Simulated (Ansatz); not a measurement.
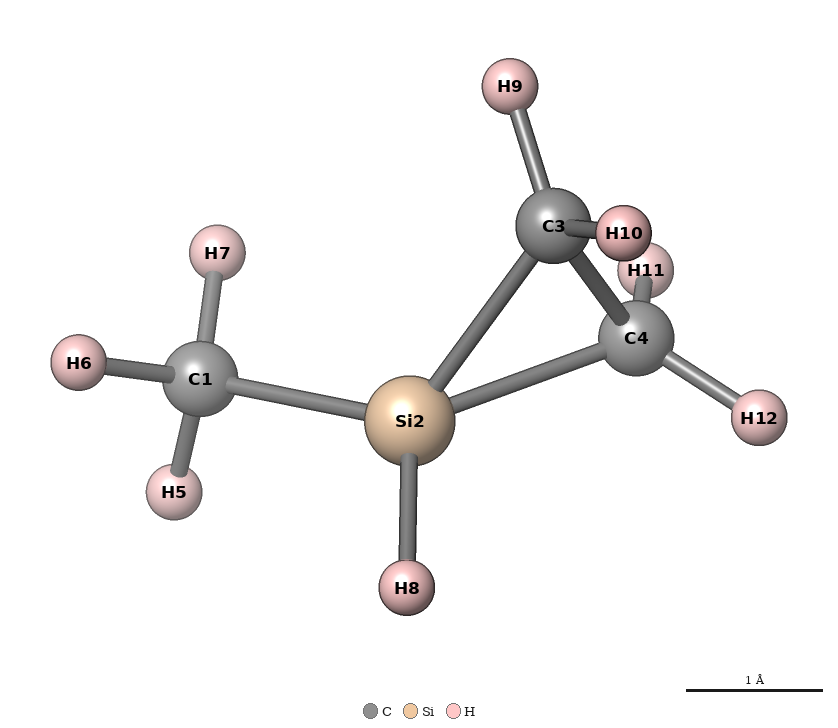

Orthographic view. Distant atoms are faded towards the background colour. Computed geometry: PBE-D4/def2-SVP optimisation. No frequency run is at hand to confirm it as a minimum.

Give the geometry as a Z-matrix, atoms in numerical order, with these reference atoms: 2 to 1; 3 to 2, 1; 4 to 3, 2, 1; 5 to 1, 2, 3; 6 to 1, 5, 2; 7 to 1, 5, 6; 8 to 2, 3, 4; 9 to 3, 4, 2; 10 to 3, 9, 4; 11 to 4, 3, 10; 12 to 4, 11, 3.

```
C  
Si   1   1.881
C    2   1.875   1   120.2
C    3   1.552   2    65.6   1  -105.5
H    1   1.109   2   111.4   3   148.2
H    1   1.109   5   108.1   2  -122.7
H    1   1.108   5   108.1   6  -116.8
H    2   1.497   3   117.6   4   103.6
H    3   1.104   4   116.5   2  -111.6
H    3   1.104   9   112.1   4   138.2
H    4   1.104   3   116.6  10  -136.2
H    4   1.104  11   112.1   3  -138.2
```
